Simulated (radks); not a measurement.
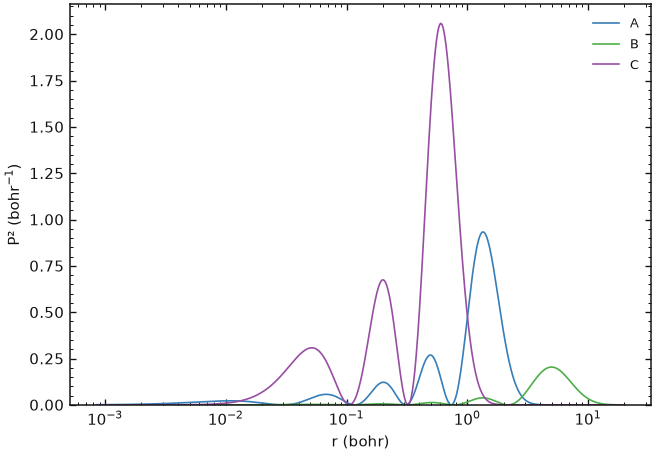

Atomic praseodymium (Pr) in the configuration [Xe] 4f3 6s1 6p1. The calculation used the in-house radial solver radks at this level: scalar-relativistic Kohn-Sham, XLYP, spin-unpolarised, spherical densities, point nucleus.

```
Z 59
configuration [Xe] 4f3 6s1 6p1 5d0 7s0 5f0 7p0
relativity scalar-relativistic
functional xlyp
spin unpolarised
nucleus point
c 137.035999084
```

The plot shows the radial probability densities P² of 4p, 5s and 6p.

Question: Which curve belongs to which orbital?

Answer: A is 5s; B is 6p; C is 4p. 4p: outer maximum at 0.604 bohr, ⟨r⟩ = 0.659 bohr, 2 nodes, eigenvalue −216.1 eV; 5s: outer maximum at 1.35 bohr, ⟨r⟩ = 1.51 bohr, 4 nodes, eigenvalue −40.0 eV; 6p: outer maximum at 4.99 bohr, ⟨r⟩ = 6.04 bohr, 4 nodes, eigenvalue −1.61 eV.
